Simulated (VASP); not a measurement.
Band structure of Ba (bcc). These are PBEsol GGA, VASP's PBE PAW potentials (set 64) (plane waves; VASP 6.6.1) values and carry that method's errors.

Unless said otherwise, spin-orbit coupling is left out, though it shifts the bands of the heavy elements here.

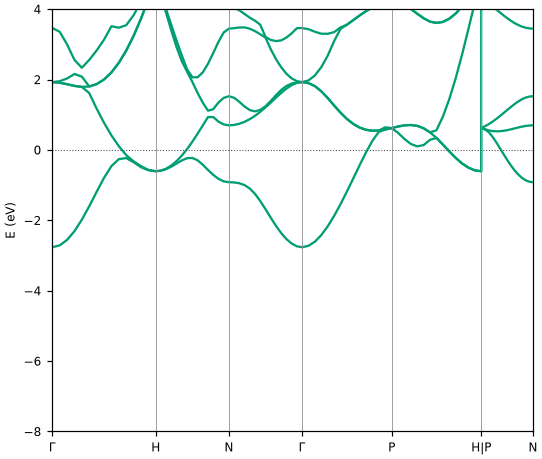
Figure: Bands along high-symmetry lines, zero at the valence-band maximum or, without a gap, the Fermi level

Task: Read the plot: is there a gap, and where are the band edges?

Result: It has no gap at this level: it comes out as a metal or semimetal. (Edges off the drawn lines would not show.)

The compound is Ba in the bcc structure. It was relaxed first, which changed the volume by -7 %.
